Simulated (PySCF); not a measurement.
SMILES [SiH2](CCC)Cl at its GFN2-xTB optimised geometry (Å):

```
14

C      2.0968    -1.1933     0.0000
C      0.5726    -1.1933     0.0000
C      0.0074     0.2257     0.0000
Si    -1.8912     0.2788     0.0204
Cl    -2.4814     2.2108     0.0650
H      2.4782    -0.6851    -0.8832
H      2.4814    -2.2108     0.0033
H      2.4777    -0.6800     0.8805
H      0.2117    -1.7289     0.8802
H      0.2106    -1.7293    -0.8796
H      0.4029     0.7607     0.8676
H      0.3857     0.7539    -0.8793
H     -2.4205    -0.3784     1.2144
H     -2.4472    -0.3313    -1.1863
```

Computed with B3LYP/def2-TZVP (PySCF). Cells within 0.4 Å of a nucleus heavier than hydrogen are left out (blank, or x).

Map of the deformation density (molecule minus spherical neutral atoms) (e/bohr³) on the plane z = 0.0 Å:

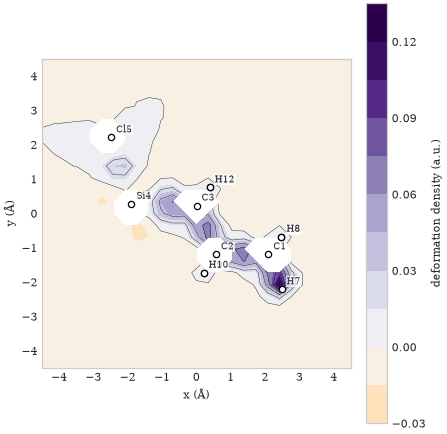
Fig. 1. Deformation density (molecule minus spherical neutral atoms) (e/bohr³) on the plane z = 0.0 Å.
